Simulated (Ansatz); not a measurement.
# CAM-B3LYP/STO-3G run of SnTe (SMILES [Sn][Te])

Aim: the vertical ionisation energy of SnTe at CAM-B3LYP/STO-3G, from 2 runs. 

The calculation is run with Ansatz 0.2.0.

48 further runs of the same task are left out: 11 that didn't finish, 37 set aside as unsound or not needed.

## 1. The structure to begin with

The species is SnTe (2 atoms), meant as a singlet with charge 0. As SMILES, `[Sn][Te]`. Geometry: a GFN2-xTB relaxation, a rough one for these elements and not checked as a minimum.

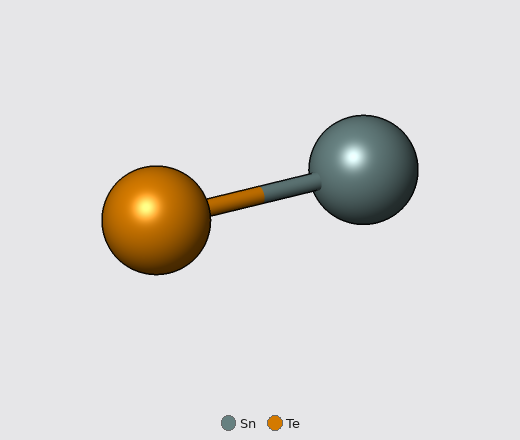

The structure, seen from a chosen angle (tin teal, tellurium orange).

## 2. A single-point energy at CAM-B3LYP/STO-3G

Input file in.yaml:

```yaml
crystal:
  periodic: [false, false, false]
  atoms:
    - symbol: Sn
      position_ang: [0.000000, 0.000000, 0.000000]
    - symbol: Te
      position_ang: [0.000000, 0.000000, 2.536770]
basis:
  gaussian:
    orbitals: STO-3G
hamiltonian:
  xc: {name: CAM-B3LYP}
accuracy: high
```

Launch:

```console
ansatz run in.yaml --threads 1 --pin off --max-ram 2610MiB --events-out events.jsonl --progress --plain --runs-dir runs
```

Standard output:

```text
Warning: RAYON_NUM_THREADS=1 ignored (pool sized by the plan → 1); use --threads N
Functional definition: CAM-B3LYP
  name "CAM-B3LYP"
  parameter alpha = 0.19
  parameter beta = 0.46
  parameter omega = 0.33/bohr
  parameter ac = 0.81
  exchange = (1 - alpha - beta)*b88_x + beta*b88_x_sr(omega) + alpha*exact_x + beta*exact_x_lr(omega)
  correlation = (1 - ac)*vwn5_c + ac*lyp_c
827 factors; integrals over basis functions are off by at most 4.7e-9 eV
157 factors; integrals over basis functions are off by at most 1.3e-9 eV
mean field evaluation 1: about -340546.4150 eV, gradient 1.9e1 eV
mean field evaluation 2: about -340531.8926 eV, gradient 5.9e1 eV
mean field evaluation 4: about -340549.7098 eV, gradient 5.4e-1 eV
mean field evaluation 8: about -340549.7149 eV, gradient 2.2e-3 eV
mean field evaluation 16: about -340549.7149 eV, gradient 7.4e-9 eV
mean field -340549.71488653 eV, -12514.9711891925 hartree, gradient 7.4e-9 eV, S^2 0.000000; 0 other end points of the search recorded, 0 dependent functions left out
reference -340549.71490013 eV, -12514.9711896924 hartree; 51, 51 occupied and 3, 3 virtual orbitals, 827 factors
Total energy: -340549.71490013 eV, -12514.9711896924 hartree
```

Wall time 1.3 s (1 thread of AMD EPYC 9R45 (Zen 5), shared host); peak memory 0.21 GiB.

## 3. The doublet cation

Input file molecule.yaml:

```yaml
crystal:
  periodic: [false, false, false]
  atoms:
    - {symbol: Sn, position_ang: [0.000000, 0.000000, 0.000000]}
    - {symbol: Te, position_ang: [0.000000, 0.000000, 2.536770]}
basis:
  gaussian: {orbitals: STO-3G}
total_charge: 1
magnetization: {spin_polarized: true, initial_magnetization: 1}
hamiltonian: {xc: {name: CAM-B3LYP}}
accuracy: high
```

Launch:

```console
ansatz run molecule.yaml --threads 1 --pin off --max-ram 2610MiB --events-out events.jsonl --progress --plain --runs-dir runs
```

Standard output (excerpt; [...] marks lines left out):

```text
Warning: RAYON_NUM_THREADS=1 ignored (pool sized by the plan → 1); use --threads N
Functional definition: CAM-B3LYP
  name "CAM-B3LYP"
[...]
827 factors; integrals over basis functions are off by at most 4.7e-9 eV
157 factors; integrals over basis functions are off by at most 1.3e-9 eV
[...]
mean field -340543.29005232 eV, -12514.7350808903 hartree, gradient 1.9e-8 eV, S^2 0.754190; 5 other end points of the search recorded, 0 dependent functions left out
reference -340543.29006568 eV, -12514.7350813812 hartree; 51, 50 occupied and 3, 4 virtual orbitals, 827 factors
Total energy: -340543.29006568 eV, -12514.7350813812 hartree
```

Run time: 7.8 s. Hardware: 1 thread of AMD EPYC 9R45 (Zen 5), shared host; peak memory 0.38 GiB.

## 4. Summary of results

Level: CAM-B3LYP/STO-3G.

| quantity | value |
| --- | --- |
| singlet SnTe: total energy | -12514.97119 Eh |
| doublet cation: total energy | -12514.73508 Eh |
| doublet cation: ⟨S²⟩ | 0.754 |
| vertical ionisation energy (to the doublet cation) | 6.425 eV |

What this shows: Removing an electron at fixed nuclei costs 6.42 eV (620 kJ/mol). In a minimal basis such a difference can be off by several eV, whatever the method. Relativity is left out (singlet SnTe) although the molecule holds a heavy atom. Relativity is left out (doublet cation) although the molecule holds a heavy atom.
